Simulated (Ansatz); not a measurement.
**YTl2Cu3: relaxing a made-up structure**

Starting from a made-up structure for YTl2Cu3, the aim is the relaxed cell, its shortest contacts and, where a second run follows, its electronic structure.

Main program and level: Ansatz 0.2.0; DFT, PBEsol, plane-wave PAW, files of the set soft_1, scalar-relativistic, ferromagnetic start, cell and ions relaxed at zero pressure; PAW set soft_1, in the first sound run; inputs show where later runs differ.

### Step 1. The structure

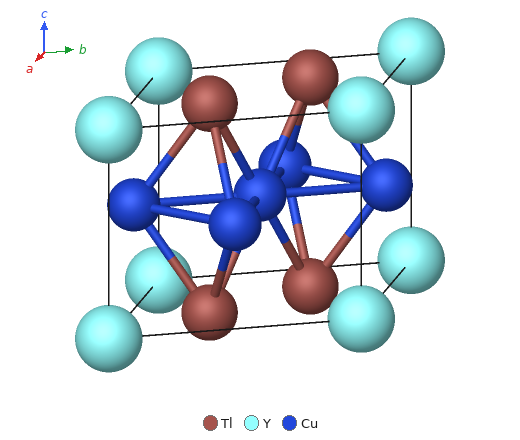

The cell as given, slightly off an axis (thallium brown, yttrium light teal, copper blue). Some periodic images of atoms are drawn too.

### Step 2. Relaxation of the guess

The guess takes its coordinates from another compound and its volume from a rule, so the cell and any free coordinates are relaxed together.

Contents of input.yaml:

```yaml
crystal:
  lattice:
    - [5.659, 0.0, 0.0]
    - [-2.8295, 4.90083776, 0.0]
    - [0.0, 0.0, 4.536]
  atoms:
    - { symbol: Tl, position: [0.666666667, 0.333333333, 0.0] }
    - { symbol: Tl, position: [0.333333333, 0.666666667, 0.0] }
    - { symbol: "Y", position: [0.0, 0.0, 0.0] }
    - { symbol: Cu, position: [0.0, 0.5, 0.5], spin: 0.6 }
    - { symbol: Cu, position: [0.5, 0.5, 0.5], spin: 0.6 }
    - { symbol: Cu, position: [0.5, 0.0, 0.5], spin: 0.6 }
magnetization:
  spin_polarized: true
kpoints:
  mp_grid: { grid: [6, 6, 6] }
scf:
  occupations: { method: fermi_dirac, width: 0.05 }
hamiltonian:
  xc: pbesol
  pseudopotentials: { kind: paw, azcp: { folder: soft_1 }, xc_functional: pbe }
relax:
  f_tol: 0.015
  max_steps: 70
  cell: {}
output:
  forces: true
  stress: true
```

Run with:

```
$ ansatz run input.yaml --threads 4 --pin off --max-ram 10240MiB --backend cpu --events-out ev --progress --plain --runs-dir out
```

Numbers of over 12 decimals in the logs are rounded to 6 here.

Log:

```text
Engine: ansatz 0.2.0, aarch64-unknown-linux-gnu
Pseudopotentials: kind: paw
Pseudopotential: Tl, paw, valence charge 13, recommended cutoff 420 eV (normal), soft_1/Tl.paw.azcp
Pseudopotential: Y, paw, valence charge 11, recommended cutoff 420 eV (normal), soft_1/Y.paw.azcp
Pseudopotential: Cu, paw, valence charge 19, recommended cutoff 420 eV (normal), soft_1/Cu.paw.azcp
Functional definition: PBEsol
  exchange = pbesol_x
  correlation = pbesol_c
Crystal: 6 atoms, lattice volume = 125.801 Å³
Basis set: ecut = 420 eV, 2451 PW (Γ), exchange–correlation on 80×80×64 points (8 copies of the dense FFT grid, shifted against one another)
Bands: 58, of which v1, the nominal top of the filled ones, is band 47 counted from 1 (46 counted from 0)
Symmetry: 24 space group operations
Space group: P6/mmm (ITA 191), of the structure as read, at distance tolerance 5.0e-5 Å
Magnetic group: BNS 191.233 (UNI 1463), of the structure as read, at distance tolerance 5.0e-5 Å
k-points: 28 of 216
Non-local potential: Tl, projectors of the file, l = 0: 2, l = 1: 2, l = 2: 2, l = 3: 1
Non-local potential: Y, projectors of the file, l = 0: 3, l = 1: 2, l = 2: 2, l = 3: 1
Non-local potential: Cu, projectors of the file, l = 0: 3, l = 1: 2, l = 2: 3, l = 3: 1
PAW form: soft (Blöchl's): semilocal exchange-correlation on the pseudo side does not see the compensation charge
PAW frozen core: Tl, regenerated for the run's functional, and the local potential with it (the file was generated under x = pbe(κ = 0.804, μ = 0.219515), c = pbe(β = 0.066725))
PAW frozen core: Y, regenerated for the run's functional, and the local potential with it (the file was generated under x = pbe(κ = 0.804, μ = 0.219515), c = pbe(β = 0.066725))
PAW frozen core: Cu, regenerated for the run's functional, and the local potential with it (the file was generated under x = pbe(κ = 0.804, μ = 0.219515), c = pbe(β = 0.066725))
PAW one-centre angular grid: Tl, 590 points (default); XC on 64 Gauss nodes
PAW one-centre angular grid: Y, 590 points (default); XC on 64 Gauss nodes
PAW one-centre angular grid: Cu, 590 points (default); XC on 64 Gauss nodes
Initial density: superposition of atomic densities (chi_scale 0.1, normalization cell, long waves kept (reshape's long-wave potential 0.00 eV rms))
Starting moments: Σ|m| = 1.8 μB on 3 of 6 sites
Initial wavefunctions: pseudopotential atomic-orbital guess
Functional: x = pbesol(κ = 0.804, μ = 0.123457), c = pbesol(β = 0.046)
SCF iter   1: F=—  HF=-46165.358105 eV  |F-HF|=—  |Δ(HF+E_count)|=         —  Δρ=1.95e-1 (↑1.82e-1 ↓1.95e-1)  dr2=1.53e2  dr2_m=8.77e-2  M=1.966 μB ∫|m|=2.123 μB  β_m=1.00  ethr=3.10e-3  ⟨swp⟩=6.0  Hψ=10913  notcnv=0
preconditioner: auto → Kerker (q_TF=auto, 2.599 Å⁻¹)  [metal: Δε(μ)=0.009 eV  Ē_g=9.632 eV  σ=0.050 eV  W_gap=0.04  n_scr=32 (ndim 8)  ℏωp=27.3 eV  f_vac=0.000  D(μ)=11.63/eV (n_scr^D=148)]
spin=Collinear: Kerker preconditioning applied to the charge; magnetization (m = ρ↑ − ρ↓) channel mixes plain (no charge-response kernel on spin).
SCF iter   2: F=—  HF=-46161.772770 eV  |F-HF|=—  |Δ(HF+E_count)|=    3.59e0  Δρ=1.29e-1 (↑3.51e-2 ↓1.29e-1)  dr2=1.62e1  dr2_m=2.98e0  M=0.102 μB ∫|m|=0.209 μB  β_m=0.30  ethr=3.10e-3  ⟨swp⟩=4.0  Hψ=8878  notcnv=0  defer=116
SCF iter   3: F=—  HF=-46155.999728 eV  |F-HF|=—  |Δ(HF+E_count)|=    5.77e0  Δρ=4.59e-2 (↑2.57e-2 ↓4.59e-2)  dr2=7.05e-1  dr2_m=1.32e0  M=0.116 μB ∫|m|=0.276 μB  β_m=0.30  ethr=3.10e-3  ⟨swp⟩=2.1  Hψ=6860  notcnv=0  defer=148
SCF iter   4: F=—  HF=-46155.829173 eV  |F-HF|=—  |Δ(HF+E_count)|=   1.71e-1  Δρ=3.38e-2 (↑3.38e-2 ↓1.67e-2)  dr2=6.10e-1  dr2_m=6.74e-1  M=0.117 μB ∫|m|=0.250 μB  β_m=0.30  ethr=7.50e-4  ⟨swp⟩=2.1  Hψ=6858  notcnv=0  defer=146
SCF iter   5: F=—  HF=-46155.963303 eV  |F-HF|=—  |Δ(HF+E_count)|=   1.34e-1  Δρ=3.64e-2 (↑4.96e-3 ↓3.64e-2)  dr2=9.47e-1  dr2_m=4.35e-1  M=0.052 μB ∫|m|=0.156 μB  β_m=0.30  ethr=6.49e-4  ⟨swp⟩=2.2  Hψ=5406  notcnv=0  defer=146
SCF iter   6: F=—  HF=-46155.896752 eV  |F-HF|=—  |Δ(HF+E_count)|=   6.66e-2  Δρ=2.00e-2 (↑8.50e-3 ↓2.00e-2)  dr2=1.37e-1  dr2_m=2.30e-1  M=0.042 μB ∫|m|=0.132 μB  β_m=0.30  ethr=6.49e-4  ⟨swp⟩=2.2  Hψ=5019  notcnv=0  defer=142
SCF iter   7: F=—  HF=-46155.884058 eV  |F-HF|=—  |Δ(HF+E_count)|=   1.27e-2  Δρ=1.29e-2 (↑8.14e-3 ↓1.29e-2)  dr2=3.17e-2  dr2_m=1.28e-1  M=0.031 μB ∫|m|=0.104 μB  β_m=0.30  ethr=1.45e-4  ⟨swp⟩=1.9  Hψ=3349  notcnv=0  defer=142
Mixer restart at iter 7: flushing history
spin-set hold released at iteration 7 (site moments contracting): the magnetisation degrees of freedom join the quasi-Newton model from the next iteration; the mixer history was flushed
SCF iter   8: F=—  HF=-46155.886091 eV  |F-HF|=—  |Δ(HF+E_count)|=   2.03e-3  Δρ=8.04e-3 (↑8.04e-3 ↓7.59e-3)  dr2=2.44e-3  dr2_m=7.00e-2  M=0.023 μB ∫|m|=0.085 μB  β_m=0.63  ethr=3.37e-5  ⟨swp⟩=2.0  Hψ=3646  notcnv=0  defer=142
SCF iter   9: F=—  HF=-46155.919509 eV  |F-HF|=—  |Δ(HF+E_count)|=   3.34e-2  Δρ=7.73e-3 (↑3.91e-3 ↓7.73e-3)  dr2=1.07e-1  dr2_m=4.33e-3  M=0.001 μB ∫|m|=0.028 μB  β_m=0.63  ethr=2.60e-6  ⟨swp⟩=2.9  Hψ=6496  notcnv=0  defer=142
SCF iter  10: F=—  HF=-46155.895432 eV  |F-HF|=—  |Δ(HF+E_count)|=   2.41e-2  Δρ=1.58e-3 (↑1.58e-3 ↓8.76e-4)  dr2=4.76e-3  dr2_m=1.45e-4  M=-0.003 μB ∫|m|=0.012 μB  β_m=0.81  ethr=2.60e-6  ⟨swp⟩=2.5  Hψ=6901  notcnv=0  defer=138
SCF iter  11: F=—  HF=-46155.894833 eV  |F-HF|=—  |Δ(HF+E_count)|=   5.99e-4  Δρ=9.63e-5 (↑8.46e-5 ↓9.63e-5)  dr2=1.42e-5  dr2_m=5.80e-6  M=-0.001 μB ∫|m|=0.002 μB  β_m=0.75  ethr=2.60e-6  ⟨swp⟩=2.0  Hψ=3785  notcnv=0  defer=138
SCF iter  12: F=—  HF=-46155.894866 eV  |F-HF|=—  |Δ(HF+E_count)|=   3.25e-5  Δρ=7.40e-5 (↑6.43e-5 ↓7.40e-5)  dr2=1.54e-5  dr2_m=2.29e-7  M=-0.001 μB ∫|m|=0.002 μB  β_m=0.87  ethr=1.51e-8  ⟨swp⟩=2.0  Hψ=5758  notcnv=0  defer=138
SCF iter  13: F=—  HF=-46155.894872 eV  |F-HF|=—  |Δ(HF+E_count)|=   6.02e-6  Δρ=1.35e-5 (↑1.35e-5 ↓8.51e-6)  dr2=5.54e-7  dr2_m=2.67e-8  M=-0.000 μB ∫|m|=0.001 μB  β_m=0.94  ethr=1.51e-8  ⟨swp⟩=2.1  Hψ=4154  notcnv=0  defer=138
SCF iter  14: F=—  HF=-46155.894872 eV  |F-HF|=—  |Δ(HF+E_count)|=   1.24e-7  Δρ=3.09e-6 (↑2.89e-6 ↓3.09e-6)  dr2=5.92e-8  dr2_m=1.29e-9  M=-0.000 μB ∫|m|=0.000 μB  β_m=0.97  ethr=1.06e-10  ⟨swp⟩=2.1  Hψ=10953  notcnv=0
SCF iter  15: F=—  HF=-46155.894872 eV  |F-HF|=—  |Δ(HF+E_count)|=   5.05e-9  Δρ=1.42e-6 (↑1.42e-6 ↓9.73e-7)  dr2=9.81e-9  dr2_m=1.82e-10  M=-0.000 μB ∫|m|=0.000 μB  β_m=0.98  ethr=6.30e-11  ⟨swp⟩=3.0  Hψ=8011  notcnv=0
[...]
the starting moments were not kept: the SCF closed with an absolute magnetisation of 3.2e-6 μB, where they sum to 1.8 μB in size (3 sites). That is at most 0.1 of that sum. Measured as dr2_m measures the in/out step, that magnetisation stands 4.1e-13 eV from none, at or under the dr2_threshold of 6.0e-7 eV: it is no larger than a step whose dr2_m would equal this threshold.
SCF 3 converged in 8 iterations: F = -46156.262544 eV  dr2 = 3.79e-8
  greatest PAW one-centre occupation: 1.000 electrons in one spin orbital (limit 2), on the Cu atom at site 4 (counted from 0), in its partial waves of l = 0
relax step   3: F+E_penalty+E_count = -46156.26254418 eV  Δ(F+E_penalty+E_count) = -7.620e-3 eV  max|allowed force component| = 2.621e-17 eV/Å  Δτ_max = 0.0000 Å  P = -0.175 GPa  Ω = 112.863 Å³  energy of the carried Pulay correction = +3.978e-3 eV  (8 SCF iters, dr2 threshold 6.00e-7 eV, accepted)
[...]
relax step   4: F+E_penalty+E_count = -46156.26310875 eV  Δ(F+E_penalty+E_count) = -5.646e-4 eV  max|allowed force component| = 6.476e-17 eV/Å  Δτ_max = 0.0000 Å  P = +0.003 GPa  Ω = 112.675 Å³  energy of the carried Pulay correction = +4.039e-3 eV  (6 SCF iters, dr2 threshold 4.88e-7 eV, accepted)
Basis set: ecut = 420 eV, 2241 PW (Γ), exchange–correlation on 80×80×60 points (8 copies of the dense FFT grid, shifted against one another)
Initial wavefunctions: pseudopotential atomic-orbital guess (no wavefunctions were taken with the density)
iter 1 solved again at ethr=3.06e-8 eV; its pass at ethr=3.10e-3 eV (dr2=2.88e-5 eV) is discarded
SCF iter   1: F=—  HF=-46156.258704 eV  |F-HF|=—  |Δ(HF+E_count)|=         —  Δρ=8.10e-5 (↑8.10e-5 ↓8.10e-5)  dr2=9.42e-6  dr2_m=1.56e-12  M=0.000 μB ∫|m|=0.000 μB  β_m=0.30  ethr=3.06e-8  ⟨swp⟩=3.5  Hψ=19895  notcnv=0
preconditioner: auto → Kerker (q_TF=auto, 2.647 Å⁻¹)  [metal: Δε(μ)=0.027 eV  Ē_g=11.251 eV  σ=0.050 eV  W_gap=0.13  n_scr=32 (ndim 8)  ℏωp=28.8 eV  f_vac=0.000  D(μ)=3.59/eV (n_scr^D=26)]
spin=Collinear: Kerker preconditioning applied to the charge; magnetization (m = ρ↑ − ρ↓) channel mixes plain (no charge-response kernel on spin).
SCF iter   2: F=—  HF=-46156.258714 eV  |F-HF|=—  |Δ(HF+E_count)|=   1.07e-5  Δρ=2.24e-4 (↑2.24e-4 ↓2.24e-4)  dr2=1.32e-4  dr2_m=9.29e-13  M=0.000 μB ∫|m|=0.000 μB  β_m=0.55  ethr=1.00e-8  ⟨swp⟩=2.0  Hψ=5882  notcnv=0
SCF iter   3: F=—  HF=-46156.258715 eV  |F-HF|=—  |Δ(HF+E_count)|=   6.20e-7  Δρ=4.48e-5 (↑4.48e-5 ↓4.48e-5)  dr2=6.03e-6  dr2_m=2.48e-13  M=0.000 μB ∫|m|=0.000 μB  β_m=0.77  ethr=1.00e-8  ⟨swp⟩=2.0  Hψ=5892  notcnv=0
SCF iter   4: F=—  HF=-46156.258707 eV  |F-HF|=—  |Δ(HF+E_count)|=   7.60e-6  Δρ=2.40e-5 (↑2.40e-5 ↓2.40e-5)  dr2=7.35e-7  dr2_m=2.54e-14  M=0.000 μB ∫|m|=0.000 μB  β_m=0.83  ethr=6.41e-9  ⟨swp⟩=2.0  Hψ=5890  notcnv=0
SCF iter   5: F=—  HF=-46156.258710 eV  |F-HF|=—  |Δ(HF+E_count)|=   2.34e-6  Δρ=6.29e-6 (↑6.29e-6 ↓6.29e-6)  dr2=5.97e-8  dr2_m=6.47e-15  M=-0.000 μB ∫|m|=0.000 μB  β_m=0.92  ethr=7.82e-10  ⟨swp⟩=2.0  Hψ=4338  notcnv=0
SCF iter   6: F=—  HF=-46156.258710 eV  |F-HF|=—  |Δ(HF+E_count)|=   9.73e-8  Δρ=9.90e-7 (↑9.90e-7 ↓9.90e-7)  dr2=2.60e-9  dr2_m=1.65e-15  M=-0.000 μB ∫|m|=0.000 μB  β_m=0.92  ethr=6.35e-11  ⟨swp⟩=2.0  Hψ=4383  notcnv=0
SCF iter   7: F=—  HF=-46156.258710 eV  |F-HF|=—  |Δ(HF+E_count)|=  7.35e-10  Δρ=1.83e-7 (↑1.83e-7 ↓1.83e-7)  dr2=1.94e-10  dr2_m=1.26e-16  M=-0.000 μB ∫|m|=0.000 μB  β_m=0.96  ethr=2.77e-12  ⟨swp⟩=2.4  Hψ=5006  notcnv=0
SCF iter   8: F=-46156.258710 eV  HF=-46156.258710 eV  |F-HF|=0.00e0  |Δ(HF+E_count)|=  7.28e-12  Δρ=3.66e-8 (↑3.66e-8 ↓3.65e-8)  dr2=1.68e-11  dr2_m=7.70e-18  M=-0.000 μB ∫|m|=0.000 μB  ethr=1.00e-12  ⟨swp⟩=3.5  Hψ=8210  notcnv=0
the starting moments were not kept: the SCF closed with an absolute magnetisation of 5.8e-9 μB, where they sum to 1.8 μB in size (3 sites). That is at most 0.1 of that sum. Measured as dr2_m measures the in/out step, that magnetisation stands 2.4e-18 eV from none, at or under the dr2_threshold of 6.0e-11 eV: it is no larger than a step whose dr2_m would equal this threshold.
SCF 5 converged in 8 iterations: F = -46156.258710 eV  dr2 = 1.68e-11
relax step   5: F+E_penalty+E_count = -46156.25870978 eV  Δ(F+E_penalty+E_count) = +4.399e-3 eV  max|allowed force component| = 4.472e-17 eV/Å  Δτ_max = 0.0000 Å  P = +0.003 GPa  Ω = 112.675 Å³  stress off target by 2.30e-2 GPa  SCF on the basis re-selected at this cell (its energy is not comparable with the rows above)  (8 SCF iters)
basis re-selected at this cell: Δ(F+E_penalty+E_count) = +4.399e-3 eV, ΔP = +0.001 GPa vs the last step (what re-selecting the basis moved, of the pressure what is left beyond the Pulay correction that the steps carried, after the strain that the cell walked since its last selection, with what the two solves' SCF thresholds leave and, on support functions, any second-order correction that the steps lacked; it is no measure of the basis error at this ecutwfc). The dense FFT grid was sized anew with the basis: this SCF ran on 40×40×30 points, the steps before it on 40×40×32, so part of this shift can come from that change (see relax.cell in the input reference). [rest of the remark cut]
SCF converged after 8 iterations
Magnetization: -0.0000 μB (47.0000 up, 47.0000 down)
Absolute magnetization: 0.0000 μB (∫|ρ↑−ρ↓|, with the PAW one-centre terms)
Spin contamination: 0.0000 ħ² per cell (⟨S²⟩ above its minimum at these occupations)
Per-site moments (μB) at R_I (Å): [(1.044822748420224e-10, 1.101901), (1.0448227484202245e-10, 1.101901), (-8.010559523254426e-10, 1.310823), (1.443760806786394e-10, 1.101901), (1.44376051492679e-10, 1.101901), (1.4437530104127493e-10, 1.101901)]
Free energy (F): -46156.258710 eV
Harris-Foulkes:  -46156.258710 eV  (|F-HF|=0.00e0)
Internal energy: -46156.228607 eV  (E = F + TS)
E sigma→0 (E₀):  -46156.243658 eV
Entropy (-TS):   -0.030103 eV (-5.017 meV/atom)
Fermi energy:    13.651510 eV
--- Per-component energies (eV) ---
  E_band       = -1256.683782
  E_kinetic    = 1638.330279
  E_local      = -19183.801118  (includes V_loc(G=0)·N_el)
  E_nonlocal   = 3339.630199
  E_hartree    = 8208.688489
  E_xc         = -750.854943
  E_vxc        = -718.140412  (∫ρ·V_xc dr)
  E_paw        = -28182.672670  (= ΣΔE_a)
  E_vpaw       = -2750.082760  (= ΣTr[D̂ρ^β])
  E_aug_tail   = 0.002898  (compensation charges beyond the density's cutoff)
  E_ewald      = -11226.395787
  E_core_change = 0.844047  (= ΣΔE_core)
  E_smearing   = -0.030103  (= −TS)
  E_closure    = 0.000000  (closes the sum)
  Σ components = -46156.258710   (vs F -46156.258710, Δ=0.00e0)
--- Forces (eV/Å), atoms counted from 1 ---
  atom   1  Tl    -0.00000000    -0.00000000     0.00000000
  atom   2  Tl     0.00000000     0.00000000     0.00000000
  atom   3  Y     -0.00000000    -0.00000000     0.00000000
  atom   4  Cu     0.00000000     0.00000000     0.00000000
  atom   5  Cu     0.00000000    -0.00000000     0.00000000
  atom   6  Cu     0.00000000     0.00000000     0.00000000
  max |Σ_I F_I| component: 9.25e-18 eV/Å
--- Stress (GPa, compression-positive) ---
        0.016320       0.000000       0.000000
        0.000000       0.016320       0.000000
        0.000000       0.000000      -0.023041
  P = ⅓ Tr σ = 0.0032 GPa (0.032 kbar)
--- Relaxed structure (4 steps of the walk, 4 accepted, 1 SCFs on fresh bases) ---
  F+E_penalty+E_count = -46156.25870978 eV   max|allowed force component| = 4.472e-17 eV/Å   (the final SCF, on the basis selected at the relaxed cell)
  cell:  # Å, volume = 112.6752 Å³
    - [5.504031, 0.0, 0.0]
    - [-2.752015, 4.766630, 0.0]
    - [0.0, 0.0, 4.294731]
  atoms:
    - { symbol: Tl, position: [0.666667, 0.333333, 0.0] }
    - { symbol: Tl, position: [0.333333, 0.666667, 0.0] }
    - { symbol: Y, position: [0, 0, 0.0] }
    - { symbol: Cu, position: [0.0, 0.5, 0.5] }
    - { symbol: Cu, position: [0.5, 0.5, 0.5] }
    - { symbol: Cu, position: [0.5, 0, 0.5] }
```

It took 37 s on 4 threads of Arm Neoverse V1, shared host; peak memory 0.69 GiB.

The steps of the relaxation:

| step | energy less that of the first step (eV) | largest force component (eV/Å) | pressure (GPa) | volume (Å³) |
| --- | --- | --- | --- | --- |
| 1 | 0.0000 | 0.0000 | -7.47 | 125.80 |
| 2 | -0.3601 | 0.0000 | 1.09 | 111.22 |
| 3 | -0.3677 | 0.0000 | -0.18 | 112.86 |
| 4 | -0.3682 | 0.0000 | 0.00 | 112.68 |
| 5* | -0.3638 | 0.0000 | 0.00 | 112.68 |

Relaxation steps marked * repeat the geometry before them on a plane-wave basis chosen anew for their cell, so energy and pressure can jump there.

The run keeps the 24 symmetry operations that it works with, so distortions that break them were not tested.

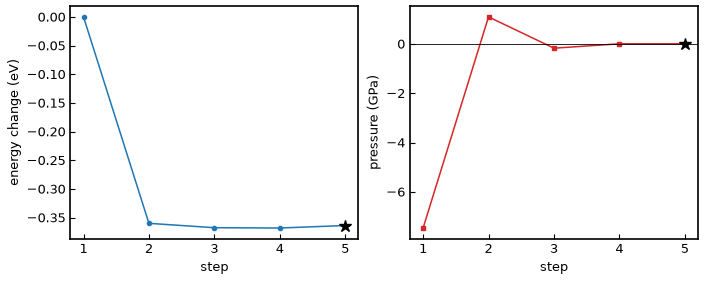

Energy and pressure along the relaxation. Stars mark steps on a basis chosen anew.

| conventional cell, symmetrised | before | after | change |
| --- | --- | --- | --- |
| a (Å) | 5.659 | 5.504 | -2.7 % |
| b (Å) | 5.659 | 5.504 | -2.7 % |
| c (Å) | 4.536 | 4.295 | -5.3 % |
| volume (Å³/atom) | 20.97 | 18.78 | -10.4 % |

The relaxed structure:

```xyz
6
Lattice="5.5040 0.0000 0.0000 -2.7520 4.7666 0.0000 0.0000 0.0000 4.2947" Properties=species:S:1:pos:R:3 pbc="T T T"
Tl    2.7520    1.5889    0.0000
Tl    0.0000    3.1778    0.0000
Y     0.0000    0.0000    0.0000
Cu   -1.3760    2.3833    2.1474
Cu    1.3760    2.3833    2.1474
Cu    2.7520    0.0000    2.1474
```

Numbers from this step:

| Quantity | Value |
| --- | --- |
| free energy | -46156.2587 eV |
| energy at zero smearing | -46156.2437 eV |
| smearing term TS | 0.03010 eV |
| Fermi energy | 13.65 eV |
| electrons | 94 |
| symmetry operations | 24 |
| pressure | 0.003199 GPa |

The shortest distance of each pair, which need not be the same contact before and after:

```csv
pair,guess (Å),relaxed (Å)
Cu–Tl,2.795,2.671
Cu–Cu,2.829,2.752
Tl–Tl,3.267,3.178
Tl–Y,3.267,3.178
Cu–Y,3.626,3.491
```

The relaxation ends with a pressure of 0.00 GPa. No moment survives the cycle: this start ends non-magnetic.

[end of part 1 of 2]

[Logs are printed without paths, hosts, clocks, repeated set-up lines and the standing remarks that a program may print on its own settings, such as how far it seeks lower states.]

[Hosts, paths, dates, database ids (printed as entryN), source tags and the programs' standing remarks are cut or masked in the printed files.]
